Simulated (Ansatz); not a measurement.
Input

```
crystal:
  periodic: [false, false, false]
  atoms:
    - {symbol: B, position_ang: [0.189561, 0.218515, -0.328735]}
    - {symbol: Cl, position_ang: [0.133960, -1.460944, 0.280578]}
    - {symbol: Zn, position_ang: [-0.484654, 1.714639, 1.456196]}
    - {symbol: H, position_ang: [1.266206, 0.772526, -0.342799]}
    - {symbol: H, position_ang: [-0.758092, 0.611194, -0.972200]}
basis:
  gaussian:
    orbitals: def2-TZVPD
hamiltonian:
  xc: {name: PBE0}
output:
  forces: true
  orbitals: {seedname: orbitals}
```

Command:

```sh
ansatz run input.yaml --threads 2 --pin off --max-ram 4350MiB --events-out events.jsonl --progress --plain --runs-dir runs
```

Geometry: BLYP-D3(BJ)/def2-SVP.

Computed with isolated molecule in a Gaussian basis; Kohn-Sham density functional theory, functional PBE0 (Ansatz 0.2.0).

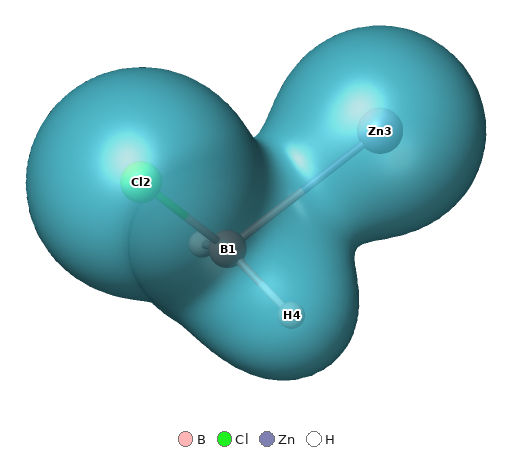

BClH₂Zn. Isosurface of the electron density at 0.1 e/Å³ (cyan), seen at a tilt.

Q: What does this surface tell about the bonding?

A: At this value the surface is in one piece. It bridges the sampled B–Cl (1.79 Å), Zn–B (2.42 Å) and B–H (1.21 Å) contacts, where the density stays above the isovalue. On the grid the lowest density along these lines, outside the cores, is 0.92 e/Å³ (B–Cl, 1.79 Å), 0.24 e/Å³ (Zn–B, 2.42 Å) and 1.2 e/Å³ (B–H, 1.21 Å).
